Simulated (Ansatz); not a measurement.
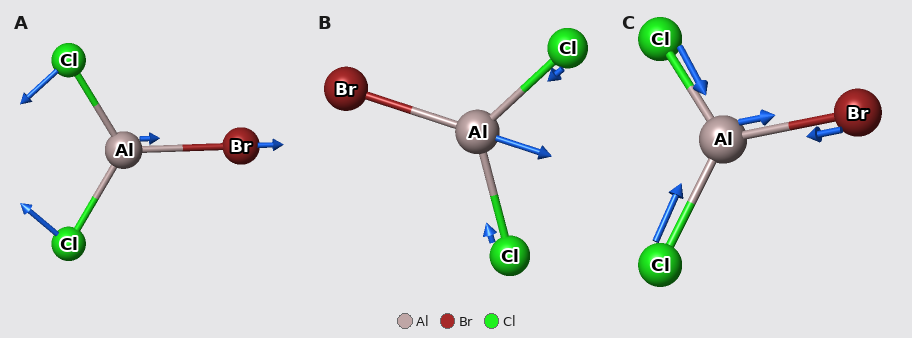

3 normal modes of one molecule or complex, as arrows. Harmonic vibrations computed with RKS PBE0-D4/def2-TZVP (Ansatz 0.2.0) at a stationary point of the same level.

> Match the panels to the wavenumbers 132 cm⁻¹, 324 cm⁻¹, 565 cm⁻¹.

A: 132 cm⁻¹, Cl–Al–Cl bending
B: 565 cm⁻¹
C: 324 cm⁻¹
